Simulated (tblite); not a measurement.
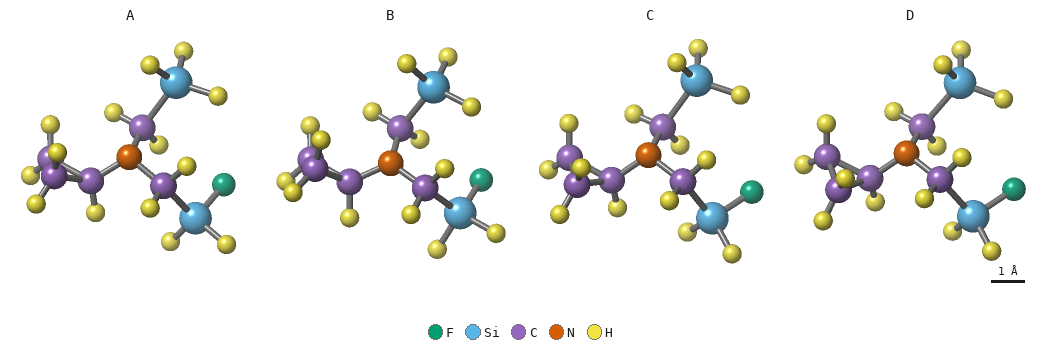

4 geometries from one relaxation of C5H14FNSi2, in shuffled order. The picture is a ball-and-stick view, seen face on.

Theory: GFN2-xTB geometry optimisation, gas phase (tblite 0.8.0). 

Question: Put them in the order of the run, from the start to the converged end.

Answer: B, A, C, D. They are steps 0, 31, 56, 128, at +21.0 kcal/mol, +3.98 kcal/mol, +1.00 kcal/mol relative to the last. Over 128 geometry steps the energy falls by 21.0 kcal/mol. The largest move after the best rigid fit is that of an H atom, 1.23 Å. Largest moves by element: H 1.23 Å, F 1.07 Å, C 0.68 Å, Si 0.46 Å, N 0.37 Å. Near-neighbour distances that change, for instance: C–Si 1.856 → 1.917 Å, C–N 1.392 → 1.452 Å, C–H 1.130 → 1.079 Å, C–Si 1.871 → 1.907 Å. Bond angles that change, for instance: N–C–H 116.4° → 106.9°, F–Si–H 112.4° → 104.0°, C–N–C 120.6° → 112.3°. Groups turn about C–Si by about 40°, C–Si by about 25°.
